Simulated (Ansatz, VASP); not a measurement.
# Bi2Se3 (Paraguanajuatite): VASP beside Ansatz

Aim: how closely do two programs agree when they are given the same cell, functional and k mesh? The cell is taken from a series of VASP runs on this material, whose earlier steps may have relaxed, scaled or displaced it; both programs get it as it stands. Other levels of theory on this material are compared in a session of their own. Valence electrons are named where the data sets of a main pair hold unlike numbers.

Method: plane waves, with VASP 6.6.1 beside it; single point at PBEsol, in Ansatz 0.2.0.

### Step 1. Set-up

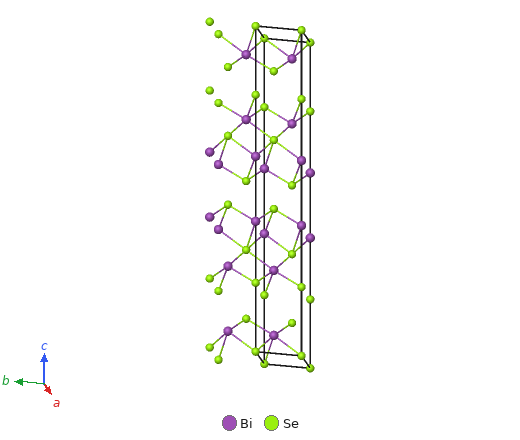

Start, viewed from a free direction; bismuth purple, selenium green. 1×2×1 cells are drawn. This picture shows the conventional cell, with its axes. Bonds to atoms that aren't drawn are left out. Some periodic images of atoms are drawn too.

### Step 2. VASP: single point, PBEsol

A single point gives forces, pressure and levels at one fixed geometry, so differences don't come from the geometry; what else differs is listed under the comparison.

Lines of VASP's logs that name or quote its potential files are left out, and so is its time.

File INCAR:

```
SYSTEM = Bi2Se3
PREC = Accurate
ENCUT = 400
EDIFF = 1E-06
NELM = 100
ISMEAR = 0
SIGMA = 0.05
LREAL = .FALSE.
ALGO = Normal
GGA = PS
NBANDS = 30
LORBIT = 11
LWAVE = .FALSE.
LCHARG = .TRUE.
ISIF = 2
LELF = .TRUE.
LVHAR = .TRUE.
```

File POSCAR:

```
Bi2Se3
1.0
    2.0646299843      1.1920146772      9.5190895912
   -2.0646299843      1.1920146772      9.5190895912
    0.0000000000     -2.3840293544      9.5190895912
Bi Se
2 3
Direct
    0.4002354386      0.4002354386      0.4002354386
    0.5997645614      0.5997645614      0.5997645614
    0.0000000000      0.0000000000      0.0000000000
    0.2113660863      0.2113660863      0.2113660863
    0.7886339137      0.7886339137      0.7886339137
```

File KPOINTS:

```
Automatic mesh
0
Gamma
6 6 6
0 0 0
```

Potentials, in the order of the species: Bi_d and Se (PBE family, release 64).

The run is started by

```
mpirun -np 4 vasp_std
```

Numbers of over 12 decimals in the logs are rounded to 6 here.

The program printed:

```text
[banner, memory and clock lines left out]
running    4 mpi-ranks, on    1 nodes
 distrk:  each k-point on    4 cores,    1 groups
 distr:  one band on    1 cores,    4 groups

 POSCAR found type information on POSCAR BiSe
 POSCAR found :  2 types and       5 ions
|                                                                             |
|               ----> ADVICE to this user running VASP <----                  |
|                                                                             |
|     You enforced a specific xc type in the INCAR file but a different       |
|     [... a line on the potential file left out ...]
|     I HOPE YOU KNOW WHAT YOU ARE DOING!                                     |
|                                                                             |

 LDA part: xc-table for (Slater+PW92), standard interpolation
|                                                                             |
|           W    W    AA    RRRRR   N    N  II  N    N   GGGG   !!!           |
|           W    W   A  A   R    R  NN   N  II  NN   N  G    G  !!!           |
|           W    W  A    A  R    R  N N  N  II  N N  N  G       !!!           |
|           W WW W  AAAAAA  RRRRR   N  N N  II  N  N N  G  GGG   !            |
|           WW  WW  A    A  R   R   N   NN  II  N   NN  G    G                |
|           W    W  A    A  R    R  N    N  II  N    N   GGGG   !!!           |
|                                                                             |
|     The number of bands has been changed from the values supplied in        |
|     The orbitals not found in the WAVECAR file will be initialized with     |
|     random numbers, which is usually adequate. For correlated               |
|     calculations, however, you should redo the groundstate calculation.     |
|     I found NBANDS = 30. Now, NBANDS = 32.                                  |
|                                                                             |

 POSCAR, INCAR and KPOINTS ok, starting setup
 FFT: planning ... GRIDC
 FFT: planning ... GRID_SOFT
 FFT: planning ... GRID
 WAVECAR not read
 entering main loop
       N       E                     dE             d eps       ncg     rms          rms(c)
DAV:   1     0.421720946846E+03    0.42172E+03   -0.19856E+04  2048   0.129E+03
DAV:   2     0.244443866687E+02   -0.39728E+03   -0.38047E+03  2144   0.367E+02
DAV:   3    -0.209997923152E+02   -0.45444E+02   -0.43409E+02  2664   0.137E+02
DAV:   4    -0.227145761576E+02   -0.17148E+01   -0.17094E+01  2304   0.291E+01
DAV:   5    -0.227724654424E+02   -0.57889E-01   -0.57883E-01  2912   0.519E+00    0.508E+00
DAV:   6    -0.220550080684E+02    0.71746E+00   -0.91434E-01  2864   0.715E+00    0.318E+00
DAV:   7    -0.220503023006E+02    0.47058E-02   -0.31143E-01  2296   0.235E+00    0.165E+00
DAV:   8    -0.220512101506E+02   -0.90785E-03   -0.41740E-02  2664   0.102E+00    0.508E-01
DAV:   9    -0.220507736763E+02    0.43647E-03   -0.17735E-03  2608   0.400E-01    0.117E-01
DAV:  10    -0.220508665391E+02   -0.92863E-04   -0.10352E-03  2320   0.156E-01    0.524E-02
DAV:  11    -0.220508802051E+02   -0.13666E-04   -0.92771E-05  2456   0.584E-02    0.301E-02
DAV:  12    -0.220508932195E+02   -0.13014E-04   -0.29621E-05  2048   0.261E-02    0.630E-03
DAV:  13    -0.220508935327E+02   -0.31328E-06   -0.26896E-06  2000   0.140E-02
   1 F= -.22050894E+02 E0= -.22050856E+02  d E =-.742584E-04
```

From OUTCAR (step 2):

```text
ion  position               nearest neighbor table
   1  0.400  0.400  0.400-   5 2.86   5 2.86   5 2.86   3 3.06   3 3.06   3 3.06
   2  0.600  0.600  0.600-   4 2.86   4 2.86   4 2.86   3 3.06   3 3.06   3 3.06
   3  0.000  0.000  0.000-   2 3.06   1 3.06   2 3.06   2 3.06   1 3.06   1 3.06
   4  0.211  0.211  0.211-   2 2.86   2 2.86   2 2.86
   5  0.789  0.789  0.789-   1 2.86   1 2.86   1 2.86

  LATTYP: Found a trigonal (rhomboedric) cell.
 ALAT       =     9.8130862937
 COS(alpha) =     0.9114673997

 Subroutine GETGRP returns: Found 12 space group operations
 (whereof 12 operations were pure point group operations)

The static configuration has the point symmetry D_3d.

 Found     32 irreducible k-points:

   k-points           NKPTS =     32   k-points in BZ     NKDIM =     32   number of bands    NBANDS=     32

   dimension x,y,z NGX =    64 NGY =   64 NGZ =   64
   dimension x,y,z NGXF=   128 NGYF=  128 NGZF=  128

   ENCUT  =  400.0 eV  29.40 Ry    5.42 a.u.  16.00 16.00 16.00*2*pi/ulx,y,z

   NELECT =      48.0000    total number of electrons

 k-points in reciprocal lattice and weights: Automatic mesh
   0.00000000  0.00000000  0.00000000       0.005
   0.16666667  0.00000000 -0.00000000       0.028
   0.33333333  0.00000000 -0.00000000       0.028
   0.50000000 -0.00000000 -0.00000000       0.014
   0.16666667  0.16666667 -0.00000000       0.028
   0.33333333  0.16666667 -0.00000000       0.056
   0.50000000  0.16666667 -0.00000000       0.056
  -0.33333333  0.16666667  0.00000000       0.056
  -0.16666667  0.16666667  0.00000000       0.028
[...]
-0.33333333  0.50000000  0.33333333       0.028
   0.50000000  0.50000000  0.50000000       0.005

 average (electrostatic) potential at core
       1-106.0063       2-106.0063       3 -52.9412       4 -53.0304       5 -53.0304

 E-fermi :   5.0142

 k-point     1 :       0.0000    0.0000    0.0000
  band No.  band energies     occupation
    ...
     20       3.1009      2.00000
     21       3.1009      2.00000
     22       3.7223      2.00000
     23       3.7223      2.00000
     24       4.9582      1.88727
     25       5.0703      0.11273
     26       6.2710      0.00000
     27       6.2710      0.00000
     28       7.0403      0.00000
     29       7.6556      0.00000
    ...

 k-point     2 :       0.1667    0.0000   -0.0000
  band No.  band energies     occupation
    ...
     20       3.0088      2.00000
     21       3.5968      2.00000
     22       3.6109      2.00000
     23       3.8198      2.00000
     24       4.2520      2.00000
     25       6.2779      0.00000
     26       6.6641      0.00000
     27       6.9702      0.00000
     28       7.1161      0.00000
     29       7.6789      0.00000
    ...

 k-point     3 :       0.3333    0.0000   -0.0000
  band No.  band energies     occupation
    ...
     20       2.2284      2.00000
     21       2.4577      2.00000
     22       3.4346      2.00000
     23       3.6958      2.00000
     24       4.3644      2.00000
     25       5.9080      0.00000
     26       6.9341      0.00000
     27       7.2410      0.00000
     28       7.9779      0.00000
     29       8.6187      0.00000
    ...

  Total       -0.0006729     -0.0006729     -0.0223791      0.0000000     -0.0000000      0.0000000
  in kB       -0.0076702     -0.0076702     -0.2550833      0.0000000     -0.0000000      0.0000000
  external PRESSURE =      -0.0901413 kB  Pullay stress =       0.0000000 kB

  energy-cutoff  :      400.00
  volume of cell :      140.56
      direct lattice vectors                 reciprocal lattice vectors
     2.064629984  1.192014677  9.519089591     0.242174144  0.139819307  0.035017354
    -2.064629984  1.192014677  9.519089591    -0.242174144  0.139819307  0.035017354
     0.000000000 -2.384029354  9.519089591     0.000000000 -0.279638615  0.035017354

 POSITION                                       TOTAL-FORCE (eV/Angst)
 -----------------------------------------------------------------------------------
      0.00000      0.00000     11.42963         0.000000      0.000000      0.007581
      0.00000      0.00000     17.12764         0.000000      0.000000     -0.007581
      0.00000      0.00000      0.00000         0.000000     -0.000000      0.000000
      0.00000      0.00000      6.03604         0.000000     -0.000000     -0.009230
      0.00000      0.00000     22.52123         0.000000     -0.000000      0.009230
 -----------------------------------------------------------------------------------
    total drift:                               -0.000000     -0.000000      0.000000

  FREE ENERGIE OF THE ION-ELECTRON SYSTEM (eV)
  ---------------------------------------------------
  free  energy   TOTEN  =       -22.0508935327 eV

  energy  without entropy=      -22.0508192743  energy(sigma->0) =      -22.05085640

 total charge
# of ion       s       p       d       tot
------------------------------------------
    1        1.610   1.074   9.963  12.648
    2        1.610   1.074   9.963  12.648
    3        1.475   2.310   0.023   3.808
    4        1.494   2.248   0.023   3.765
    5        1.494   2.248   0.023   3.765
--------------------------------------------------
tot          7.682   8.955  19.996  36.633

[... 3 further parts left out ...]
```

The gap is read on the k-mesh alone, so it is an upper bound where the band edges lie off the mesh.

### Step 3. Ansatz: single point, PBEsol

Ansatz runs on its default PAW (the set named soft_2) files.

The same cell, functional, mesh and smearing now go to Ansatz, which takes its cutoff from its data sets.

File input.yaml:

```yaml
crystal:
  lattice:
    - [2.0646299843, 1.1920146772, 9.5190895912]
    - [-2.0646299843, 1.1920146772, 9.5190895912]
    - [0.0, -2.3840293544, 9.5190895912]
  atoms:
    - { symbol: Bi, position: [0.4002354386, 0.4002354386, 0.4002354386] }
    - { symbol: Bi, position: [0.5997645614, 0.5997645614, 0.5997645614] }
    - { symbol: Se, position: [0.0, 0.0, 0.0] }
    - { symbol: Se, position: [0.2113660863, 0.2113660863, 0.2113660863] }
    - { symbol: Se, position: [0.7886339137, 0.7886339137, 0.7886339137] }
hamiltonian:
  xc: pbesol
  pseudopotentials: { kind: paw }
kpoints:
  mp_grid: { grid: [6, 6, 6] }
scf:
  occupations: { method: gaussian, width: 0.05 }
  n_extra_bands: 5
output:
  forces: true
  stress: true
  eigenvalues: true
  write_density: true
  write_potential: true
  elf: true
  volumetric_format: npy
```

The run is started by

```
ansatz run input.yaml --threads 2 --pin off --max-ram 4608MiB --backend cpu --events-out ev --progress --plain --runs-dir out
```

The program printed:

```text
basis.fft_grid_basis auto: the FFT boxes are laid along the combinations [[1, -1, 0], [0, 1, 0], [0, -1, 1]] of the cell's own vectors, 4.129, 9.813 and 4.129 Å long. The dense box has 30×72×30 points. Along the cell's own vectors, as sized, it would have 72×72×72, 5.76 times as many. Of the 12 symmetry operations that the crystal satisfies within crystal.symmetry.tolerance (time reversal apart; of a slab, those that [...]
scf.n_extra_bands = 5 over 39 filled bands (N_el = 78.0): the run solves 44 bands
Engine: ansatz 0.2.0, aarch64-unknown-linux-gnu
Pseudopotentials: kind: paw
Pseudopotential: Bi, paw, valence charge 15, recommended cutoff 420 eV (normal), Bi.paw.azcp
Pseudopotential: Se, paw, valence charge 16, recommended cutoff 420 eV (normal), Se.paw.azcp
Functional definition: PBEsol
  exchange = pbesol_x
  correlation = pbesol_c
Crystal: 5 atoms, lattice volume = 140.563 Å³
Basis set: ecut = 420 eV, 2731 PW (Γ), FFT grids on a1−a2, a2, −a2+a3, exchange–correlation on 60×144×60 points (8 copies of the dense FFT grid, shifted against one another)
Bands: 44, of which v1, the nominal top of the filled ones, is band 39 counted from 1 (38 counted from 0)
Symmetry: 12 space group operations
Space group: R-3m (ITA 166), of the structure as read, at distance tolerance 5.2e-5 Å
k-points: 32 of 216
Non-local potential: Bi, projectors of the file, l = 0: 2, l = 1: 2, l = 2: 2, l = 3: 2
Non-local potential: Se, projectors of the file, l = 0: 2, l = 1: 2, l = 2: 3, l = 3: 1
PAW form: soft (Blöchl's): semilocal exchange-correlation on the pseudo side does not see the compensation charge
PAW frozen core: Bi, regenerated for the run's functional, and the local potential with it (the file was generated under x = pbe(κ = 0.804, μ = 0.219515), c = pbe(β = 0.066725))
PAW frozen core: Se, regenerated for the run's functional, and the local potential with it (the file was generated under x = pbe(κ = 0.804, μ = 0.219515), c = pbe(β = 0.066725))
PAW one-centre angular grid: Bi, 590 points (default); XC on 64 Gauss nodes
PAW one-centre angular grid: Se, 590 points (default); XC on 64 Gauss nodes
Initial density: superposition of atomic densities (neutral atoms: chi_scale 0, normalization atom), corrected by the library's trained network
Initial wavefunctions: pseudopotential atomic-orbital guess
Functional: x = pbesol(κ = 0.804, μ = 0.123457), c = pbesol(β = 0.046)
SCF iter   1: F=—  HF=-40758.527726 eV  |F-HF|=—  |Δ(HF+E_count)|=         —  Δρ=3.22e-3  dr2=4.20e-2  ethr=1.77e-3  ⟨swp⟩=6.9  Hψ=5263  notcnv=0
preconditioner: auto → Resta (q_TF=auto, 2.473 Å⁻¹)  ε∞=4.9  [insulator: Δε(μ)=0.058 eV  Ē_g=8.388 eV  σ=0.050 eV  W_gap=0.59  n_scr=36 (ndim 8)  ℏωp=16.6 eV  f_vac=0.031  D(μ)=0.15/eV (n_scr^D=0)  ε∞_Penn≈4.9]
SCF iter   2: F=—  HF=-40758.518760 eV  |F-HF|=—  |Δ(HF+E_count)|=   8.97e-3  Δρ=1.32e-3  dr2=4.44e-3  ethr=5.39e-5  ⟨swp⟩=2.4  Hψ=2170  notcnv=0  defer=31
SCF iter   3: F=—  HF=-40758.518191 eV  |F-HF|=—  |Δ(HF+E_count)|=   5.69e-4  Δρ=6.80e-4  dr2=8.90e-4  ethr=5.70e-6  ⟨swp⟩=2.1  Hψ=1655  notcnv=0  defer=31
SCF iter   4: F=—  HF=-40758.518148 eV  |F-HF|=—  |Δ(HF+E_count)|=   4.34e-5  Δρ=2.35e-4  dr2=9.13e-5  ethr=1.14e-6  ⟨swp⟩=2.2  Hψ=2243  notcnv=0  defer=31
SCF iter   5: F=—  HF=-40758.518156 eV  |F-HF|=—  |Δ(HF+E_count)|=   8.23e-6  Δρ=8.95e-5  dr2=1.28e-5  ethr=1.17e-7  ⟨swp⟩=2.2  Hψ=2364  notcnv=0  defer=31
SCF iter   6: F=—  HF=-40758.518165 eV  |F-HF|=—  |Δ(HF+E_count)|=   8.63e-6  Δρ=2.26e-5  dr2=1.07e-6  ethr=1.65e-8  ⟨swp⟩=2.0  Hψ=2521  notcnv=0  defer=31
SCF iter   7: F=—  HF=-40758.518165 eV  |F-HF|=—  |Δ(HF+E_count)|=   6.74e-7  Δρ=9.78e-6  dr2=1.68e-7  ethr=1.38e-9  ⟨swp⟩=2.0  Hψ=2625  notcnv=0  defer=31
SCF iter   8: F=-40758.518166 eV  HF=-40758.518166 eV  |F-HF|=8.39e-9  |Δ(HF+E_count)|=   1.95e-7  Δρ=2.28e-6  dr2=7.97e-9  ethr=1.28e-10  ⟨swp⟩=13.2  Hψ=10864  notcnv=0
SCF 1 converged in 8 iterations: F = -40758.518166 eV  dr2 = 7.97e-9
  greatest PAW one-centre occupation: 1.000 electrons in one spin orbital (limit 2), on the Se atom at site 4 (counted from 0), in its partial waves of l = 2
SCF converged after 8 iterations
Free energy (F): -40758.518166 eV
Harris-Foulkes:  -40758.518166 eV  (|F-HF|=8.39e-9)
Internal energy: -40758.518096 eV  (E = F + TS)
E sigma→0 (E₀):  -40758.518131 eV
Entropy (-TS):   -0.000069 eV (-0.014 meV/atom)
Fermi energy:    9.161223 eV
--- Per-component energies (eV) ---
  E_band       = -1340.980358
  E_kinetic    = 957.805974
  E_local      = -10320.758287  (includes V_loc(G=0)·N_el)
  E_nonlocal   = -650.052451
  E_hartree    = 4588.257606
  E_xc         = -611.686131
  E_vxc        = -583.648490  (∫ρ·V_xc dr)
  E_paw        = -26621.694893  (= ΣΔE_a)
  E_vpaw       = 79.160566  (= ΣTr[D̂ρ^β])
  E_aug_tail   = -0.002723  (compensation charges beyond the density's cutoff)
  E_ewald      = -8103.592047
  E_core_change = 3.204856  (= ΣΔE_core)
  E_smearing   = -0.000069  (= −TS)
  E_closure    = 0.000000  (closes the sum)
  Σ components = -40758.518166   (vs F -40758.518166, Δ=0.00e0)
--- Forces (eV/Å), atoms counted from 1 ---
  atom   1  Bi     0.00000000     0.00000000     0.01941068
  atom   2  Bi    -0.00000000    -0.00000000    -0.01941068
  atom   3  Se     0.00000000     0.00000000     0.00000000
  atom   4  Se     0.00000000     0.00000000     0.00809504
  atom   5  Se     0.00000000    -0.00000000    -0.00809504
  max |Σ_I F_I| component: 1.73e-18 eV/Å
--- Stress (GPa, compression-positive) ---
       -0.013755       0.000000       0.000000
        0.000000      -0.013755      -0.000000
        0.000000      -0.000000      -0.034866
  P = ⅓ Tr σ = -0.0208 GPa (-0.208 kbar)
--- Band table (eV; the first three rows and the last of 32) ---
  k-point 0: bands = [... 35 lower, 7.2466, 7.8664, 7.8664, 9.1036, 9.2188, 10.4196, 10.4196, 11.1889, ... 1 higher]
  k-point 1: bands = [... 35 lower, 7.7404, 7.7600, 7.9597, 8.3969, 10.4287, 10.8138, 11.1170, 11.2635, ... 1 higher]
  k-point 2: bands = [... 35 lower, 6.6042, 7.5781, 7.8396, 8.5105, 10.0578, 11.0805, 11.3901, 12.1254, ... 1 higher]
  k-point 31: bands = [... 35 lower, 7.5409, 7.6537, 7.6537, 8.5557, 9.7305, 10.7387, 10.7387, 11.0980, ... 1 higher]
```

Elapsed: 7 s, on 2 threads of Arm Neoverse V2, shared host; peak memory 0.49 GiB; 14 s of CPU time.

The run ends at a pressure of -0.02 GPa, with forces up to 0.019 eV/Å.

### Step 4. Comparison

Known differences besides the potentials themselves: the data sets hold 78 valence electrons in Ansatz (on its default PAW (the set named soft_2) files) and 48 in VASP; the cutoff is 420 eV in Ansatz and 400 eV in VASP; Ansatz makes its cores anew for this functional, VASP keeps those of its PBE data sets; VASP leaves aspherical gradient terms in its spheres out (LASPH is not set), Ansatz keeps them. Total energies have different zeros and are not compared.

Both answers:

| quantity | Ansatz | VASP | difference |
| --- | --- | --- | --- |
| pressure (GPa) | -0.02 | -0.01 | -0.01 |
| gap on the k mesh (eV) | 0.115 | 0.112 | +0.003 |

At this near-relaxed geometry the largest component of a force difference is 17 meV/Å. A gap on the mesh is an upper bound, since the band edges may lie between its points; neither run holds spin-orbit coupling, which can move the band edges of a compound of Bi. Ansatz's pressure holds a Pulay correction of 0.02 GPa; VASP's holds none.

### Step 5. Summary of results

| Item | Value |
| --- | --- |
| difference in gap on the k mesh (single point, PBEsol) | 0.0031 eV |
| r.m.s. force difference (single point, PBEsol) | 7.7 meV/Å |

What this shows: The r.m.s. force difference is 7.7 meV/Å (single point, PBEsol), within the 12 meV/Å picked in this series as the mark of a large difference. The data sets hold unlike numbers of valence electrons (78 in Ansatz and 48 in VASP), so part of the differences comes from the potentials. 3 further runs of this series are not shown here. Such differences can come from data sets, numerical settings and the points named under the comparisons, not from the functional's error against experiment.

[Lines on the potential files, build, host, timing and source positions are cut from VASP's logs without a mark.]

[Logs are printed without paths, hosts, clocks, repeated set-up lines and the standing remarks that a program may print on its own settings, such as how far it seeks lower states.]

[Hosts, paths, dates, database ids (printed as entryN), source tags and the programs' standing remarks are cut or masked in the printed files.]
